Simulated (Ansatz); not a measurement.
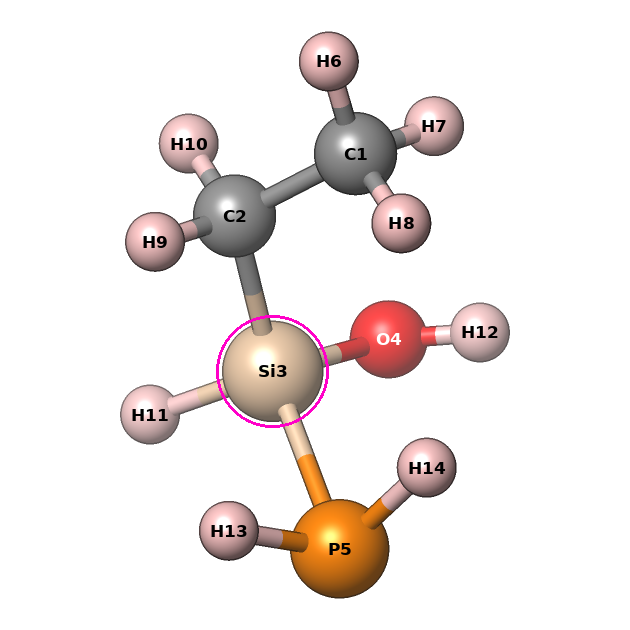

Distant atoms are faded towards the background colour. Circles mark the stereogenic atoms. The geometry was computed by an optimisation with PBE-D4/def2-SVP. No frequency run is at hand to confirm it as a minimum.

### Give the R/S and E/Z labels.

Si3: S (priorities P5 > O4 > C2 > H11).
